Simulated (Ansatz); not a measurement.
The calculation's input:

```
crystal:
  periodic: [false, false, false]
  atoms:
    - symbol: Ge
      position_ang: [0.400430, 0.204113, -0.353587]
    - symbol: O
      position_ang: [-1.281522, -0.010453, -0.865424]
    - symbol: S
      position_ang: [1.467034, -1.132477, 0.746982]
    - symbol: H
      position_ang: [-1.648943, -0.853460, -0.557825]
    - symbol: H
      position_ang: [0.746843, 1.575644, -0.947579]
basis:
  gaussian: {orbitals: def2-TZVPD}
hamiltonian: {xc: pbe0}
output: {forces: true, orbitals: {seedname: orbitals}}
```

Run with:

```sh
ansatz run input.yaml --threads 1 --pin off --max-ram 2610MiB --events-out events.jsonl --progress --plain --runs-dir runs
```

Geometry: B3LYP-D3(BJ)/def2-SVP.

Computed with isolated molecule in a Gaussian basis; Kohn-Sham density functional theory, functional PBE0 (Ansatz).

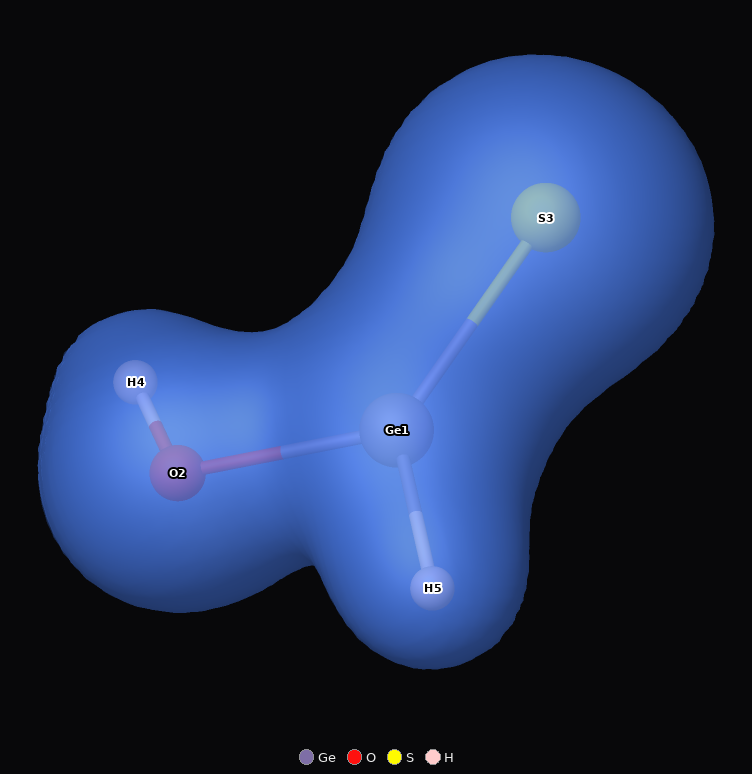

GeH2OS (SMILES [OH][GeH]=[S]). Isosurface of the electron density at 0.2 e/Å³ (blue), seen at a tilt.

### What does this surface tell about the bonding?

At this value the surface is in one piece. It bridges the sampled Ge–O (1.77 Å), Ge–S (2.03 Å), O–H (0.97 Å) and Ge–H (1.53 Å) contacts, where the density stays above the isovalue. On the grid the lowest density along these lines, outside the cores, is 0.99 e/Å³ (Ge–O, 1.77 Å), 0.92 e/Å³ (Ge–S, 2.03 Å), 2.3 e/Å³ (O–H, 0.97 Å) and 0.93 e/Å³ (Ge–H, 1.53 Å).
